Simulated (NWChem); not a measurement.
# One shape, several levels: MgCl2 (SMILES [Cl][Mg][Cl])

Wanted: a comparison of 4 runs (B3LYP/cc-pVDZ, TDA-B3LYP/aug-pcseg-1, TDA-B3LYP/aug-pcseg-0, TDA-B3LYP/aug-pcseg-2) of MgCl2. 

The calculation is run with NWChem 7.3.0.

9 further runs of the same task are left out: 9 set aside as unsound or not needed.

### Step 1. The molecule

MgCl2: 3 atoms, total charge 0, spin state singlet. SMILES: `[Cl][Mg][Cl]`. Geometry: relaxed at PBE0-D4/def2-TZVP.

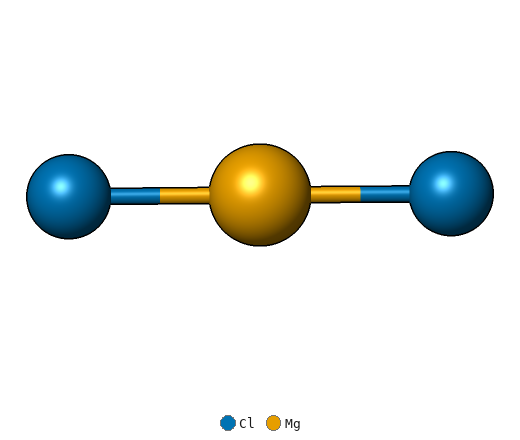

The structure, seen from a chosen angle (chlorine blue, magnesium amber).

### Step 2. The energy at B3LYP/cc-pVDZ (run 1)

Input file a.nw:

```
start a
memory stack 880 mb heap 220 mb global 1100 mb
charge 0
geometry noautosym nocenter noautoz
 Cl     0.464200     2.042800     0.469200
 Mg    -0.005100    -0.021200    -0.004700
 Cl    -0.470100    -2.086400    -0.477600
end
basis spherical bse
 Cl library cc-pVDZ
 Mg library cc-pVDZ
end
dft
 xc b3lyp
 grid fine
 convergence energy 0.001
 iterations 100
 mulliken
 print low
end
task dft
```

Run with:

```console
$ nwchem a.nw > a.out
```

The log of the run:

```text
[...]
 d= 0,ls=0.0,diis     1  -1120.6445064269 -1.26D+03  1.77D-02  3.19D-01     2.8
[...]
 d= 0,ls=0.0,diis     6  -1120.6869128926 -2.89D-07  5.13D-06  3.76D-08    10.9
         Total DFT energy =    -1120.686912892601
      One electron energy =    -1820.156383963989
           Coulomb energy =      637.856342660937
    Exchange-Corr. energy =      -73.176853613639
 Nuclear repulsion energy =      134.789982024089
[...]
      Total Density - Mulliken Population Analysis
     ---------------------------------------------
    Atom       Charge   Shell Charges
 -----------   ------   -------------------------------------------------------
    1 Cl  17    17.29   2.00  2.03  0.96  0.93  6.00  3.08  2.30  0.01
    2 Mg  12    11.41   2.00  2.02  0.52 -0.01  6.01  0.52  0.10  0.25
    3 Cl  17    17.29   2.00  2.03  0.96  0.93  6.00  3.08  2.29  0.01
[...]
```

It took 12 s on 1 thread of AMD EPYC 9R14 (Zen 4), shared host; peak memory 0.11 GiB.

### Step 3. The excited states at TDA-B3LYP/aug-pcseg-1 (run 2)

Input file job.xyz:

```xyz
3
Cl2Mg B3LYP
Cl     0.464200     2.042800     0.469200
Mg    -0.005100    -0.021200    -0.004700
Cl    -0.470100    -2.086400    -0.477600
```

Input file job.nw:

```
start job
title "Cl2Mg B3LYP"
memory total 2200 mb

geometry noautosym nocenter noautoz
  load job.xyz
end

basis "ao basis" spherical bse
  * library aug-pcseg-1
end

dft
  xc b3lyp
  grid fine
  convergence energy 1e-08
  iterations 100
  mulliken
  print low
end

tddft
  cis
  nroots 4
  notriplet
end

task tddft
```

Run with:

```console
$ nwchem job.nw > job.out
```

The log of the run:

```text
[...]
 d= 0,ls=0.0,diis     1  -1120.5960472380 -1.26D+03  2.05D-02  3.11D-01     0.9
[...]
 d= 0,ls=0.0,diis     7  -1120.6375040522 -8.09D-09  3.96D-07  1.64D-10     4.4
         Total DFT energy =    -1120.637504052244
      One electron energy =    -1819.826295864635
           Coulomb energy =      637.536075234498
    Exchange-Corr. energy =      -73.137265446197
 Nuclear repulsion energy =      134.789982024089
[...]
         Spin multiplicity :       1
[...]
              XC Information
              --------------
                  B3LYP Method XC Potential
              Hartree-Fock (Exact) Exchange   0.20
                 Slater Exchange Functional   0.80 local
             Becke 1988 Exchange Functional   0.72 non-local
       Lee-Yang-Parr Correlation Functional   0.81
           VWN I RPA Correlation Functional   0.19 local
[...]
         Wavefunction type : Restricted singlets
          No. of electrons :      46
[...]
  Root   1 singlet a              0.203881726 a.u.                5.5479 eV
[...]
     Dipole Oscillator Strength                    0.0000000106
[...]
     Total Oscillator Strength                     0.0000009070
[...]
  Root   2 singlet a              0.203881762 a.u.                5.5479 eV
[...]
  Root   3 singlet a              0.212144757 a.u.                5.7728 eV
[...]
     Dipole Oscillator Strength                    0.0773612467
[...]
     Total Oscillator Strength                     0.0773612468
[...]
  Root   4 singlet a              0.212145712 a.u.                5.7728 eV
[...]
     Dipole Oscillator Strength                    0.0773791910
[...]
     Total Oscillator Strength                     0.0773791911
[...]
```

It took 22 s on 1 thread of AMD EPYC 9R14 (Zen 4), shared host; peak memory 0.12 GiB.

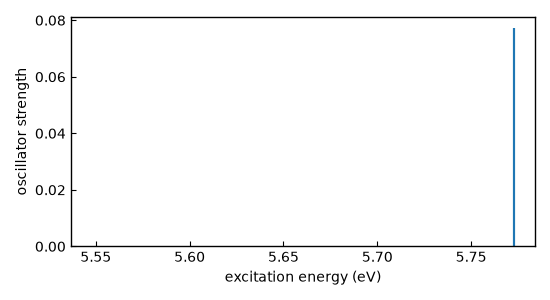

Vertical excitations as sticks.

The roots found:

```tsv
excited state	energy (eV)	strength	label
1	5.548	0.0000	singlet a
2	5.548	0.0000	singlet a
3	5.773	0.0774	singlet a
4	5.773	0.0774	singlet a
```

Run 3 isn't shown in full; the table further down has it.

### Step 4. The excited states at TDA-B3LYP/aug-pcseg-2 (run 4)

Input file sp.nw:

```
START sp
TITLE "Cl2Mg B3LYP"
memory total 2200 mb

GEOMETRY units angstrom noautosym nocenter noautoz
   Cl       0.464200       2.042800       0.469200
   Mg      -0.005100      -0.021200      -0.004700
   Cl      -0.470100      -2.086400      -0.477600
END

BASIS "ao basis" spherical bse
   * library aug-pcseg-2
END

DFT
   xc b3lyp
   grid fine
   convergence energy 1e-08
   maxiter 100
   mulliken
   noprint "final vectors analysis"
END

TDDFT
   cis
   nroots 4
   notriplet
END

TASK tddft energy
```

Run with:

```console
$ nwchem sp.nw > sp.out
```

The log of the run:

```text
[...]
          Wavefunction type:  closed shell.
          No. of atoms     :     3
          No. of electrons :    46
[...]
          Charge           :     0
          Spin multiplicity:     1
[...]
          AO basis - number of functions:   128
[...]
              XC Information
              --------------
                         B3LYP Method XC Potential
                     Hartree-Fock (Exact) Exchange  0.200
                        Slater Exchange Functional  0.800 local
                    Becke 1988 Exchange Functional  0.720 non-local
              Lee-Yang-Parr Correlation Functional  0.810
                  VWN I RPA Correlation Functional  0.190 local
[...]
 d= 0,ls=0.0,diis     1  -1120.6901694616 -1.26D+03  7.69D-03  1.04D+00     3.2
[...]
 d= 0,ls=0.0,diis     8  -1120.7388502005  1.10D-10  4.23D-07  4.91D-09    20.5
         Total DFT energy =    -1120.738850200512
      One electron energy =    -1820.458974608679
           Coulomb energy =      638.109367890039
    Exchange-Corr. energy =      -73.179225505962
 Nuclear repulsion energy =      134.789982024089
[...]
  Root   1 singlet a              0.204652320 a.u.                5.5689 eV
[...]
     Dipole Oscillator Strength                    0.0000000000
[...]
     Total Oscillator Strength                     0.0000010960
[...]
  Root   2 singlet a              0.204652327 a.u.                5.5689 eV
[...]
  Root   3 singlet a              0.211703816 a.u.                5.7608 eV
[...]
     Dipole Oscillator Strength                    0.0780960860
[...]
     Total Oscillator Strength                     0.0780960861
[...]
  Root   4 singlet a              0.211703881 a.u.                5.7608 eV
[...]
     Dipole Oscillator Strength                    0.0781138787
[...]
     Total Oscillator Strength                     0.0781138788
[...]
```

Wall time 84 s (1 thread of AMD EPYC 9R14 (Zen 4), shared host); peak memory 0.13 GiB.

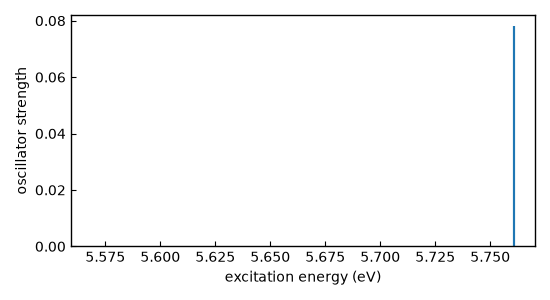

Vertical excitations as sticks.

The roots found:

```tsv
excited state	energy (eV)	strength	label
1	5.569	0.0000	singlet a
2	5.569	0.0000	singlet a
3	5.761	0.0781	singlet a
4	5.761	0.0781	singlet a
```

### Step 5. All runs side by side

```tsv
run	level	SCF convergence threshold	task	energy (Eh)	wall time
1	B3LYP/cc-pVDZ	0.001	energy	-1120.686913	12 s
2	TDA-B3LYP/aug-pcseg-1	1e-08	excited	-1120.637504	22 s
3	TDA-B3LYP/aug-pcseg-0	1e-08	excited	-1119.372411	7.8 s
4	TDA-B3LYP/aug-pcseg-2	1e-08	excited	-1120.738850	84 s
```

### Step 6. Outcome

| quantity | value |
| --- | --- |
| run 4: ground-state or mean-field energy | -1120.73885 Eh |
| run 4: dipole moment (of the density that the program reports) | 0.01 D |
| run 4: lowest singlet excitation energy | 5.57 eV |

All runs together took 2.1 min, the longest 84 s.
